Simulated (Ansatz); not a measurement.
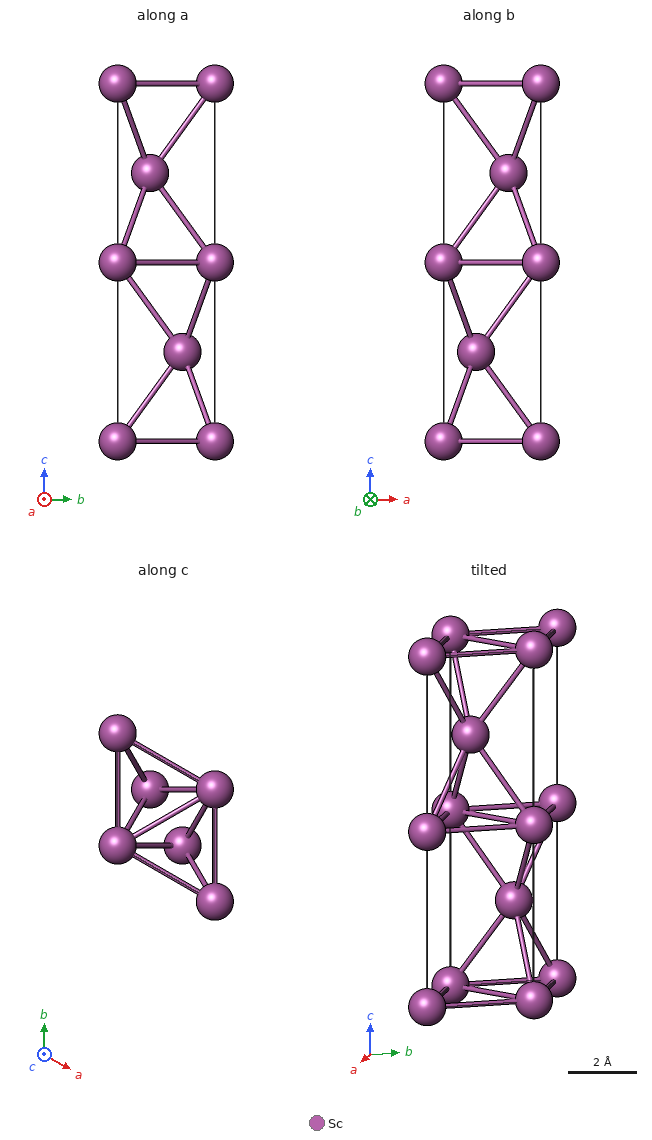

The figure gives a ball-and-stick picture of the atoms, viewed along the a axis, along the b axis, along the c axis and slightly off an axis. The box is the conventional unit cell; atoms on or close to its faces, edges and corners are drawn wherever they repeat.

Lattice parameters: a = 3.311 Å, b = 3.311 Å, c = 10.555 Å, α = 90.00°, β = 90.00°, γ = 120.00°. Put a along x and b in the xy plane.

Transcribe the picture into a POSCAR file.

Answer.
```
Sc
1.0
     3.311    0.000    0.000
    -1.656    2.867    0.000
     0.000    0.000   10.555
Sc
4
Direct
  0.0000 0.0000 0.0000
  0.0000 0.0000 0.5000
  0.3333 0.6667 0.2500
  0.6667 0.3333 0.7500
```

Source of the structure: a structure type filled with this element by a generator (whether the element takes this form wasn't checked). Earlier steps of the study may have refined or changed the cell and positions. It was run through Ansatz as a DFT input.
